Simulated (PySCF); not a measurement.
Consider C$_{5}$H$_{9}$F (SMILES FC1CCCC1).

```yaml
atoms:
  - { symbol: F, position_ang: [-2.4120, 0.1435, 0.6116] }
  - { symbol: C, position_ang: [-1.2409, 0.0807, -0.1130] }
  - { symbol: C, position_ang: [-0.2899, 1.2155, 0.2545] }
  - { symbol: C, position_ang: [1.0817, 0.7081, -0.2001] }
  - { symbol: C, position_ang: [0.9843, -0.8325, -0.2229] }
  - { symbol: C, position_ang: [-0.4420, -1.1765, 0.2163] }
  - { symbol: H, position_ang: [-1.5348, 0.1163, -1.1687] }
  - { symbol: H, position_ang: [-0.3193, 1.3430, 1.3376] }
  - { symbol: H, position_ang: [-0.5658, 2.1603, -0.2100] }
  - { symbol: H, position_ang: [1.3095, 1.0848, -1.1973] }
  - { symbol: H, position_ang: [1.8680, 1.0522, 0.4696] }
  - { symbol: H, position_ang: [1.1671, -1.2055, -1.2306] }
  - { symbol: H, position_ang: [1.7185, -1.2921, 0.4367] }
  - { symbol: H, position_ang: [-0.8337, -2.0633, -0.2784] }
  - { symbol: H, position_ang: [-0.4907, -1.3344, 1.2947] }
```

Geometry: GFN2-xTB.

The calculation used PySCF, BHandHLYP/pcSseg-1, SCF density, gas phase, non-relativistic.

**What can the converged electron density and electron localisation function tell about the bonding?**

C–C (1.53 Å): ρ at the midpoint is about 1.7 e/Å³; the ELF peaks at about 0.95 between the atoms (localised, covalent bonding).

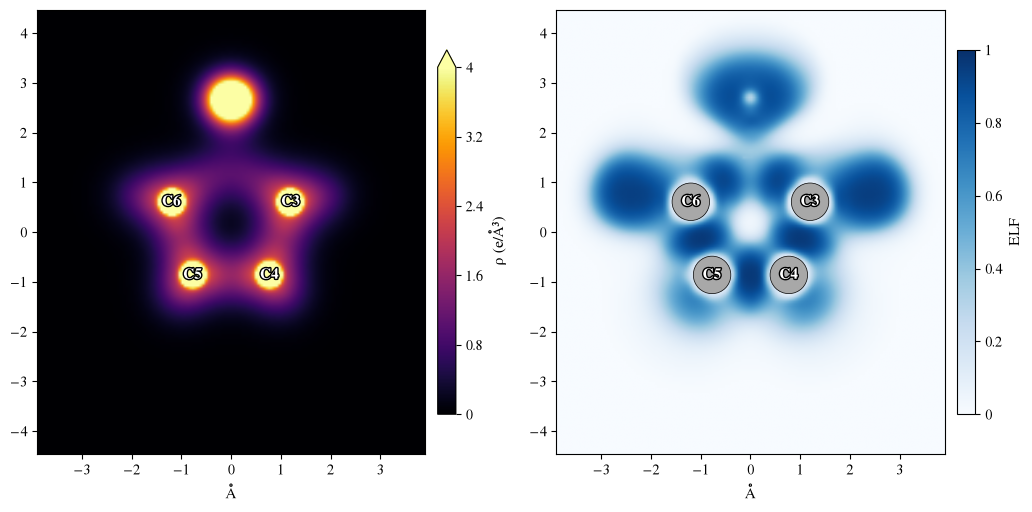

Computed electron density and electron localisation function on the plane of atoms C3, C4 and C5, in this order. Grey discs cover the atomic cores in the ELF map. 
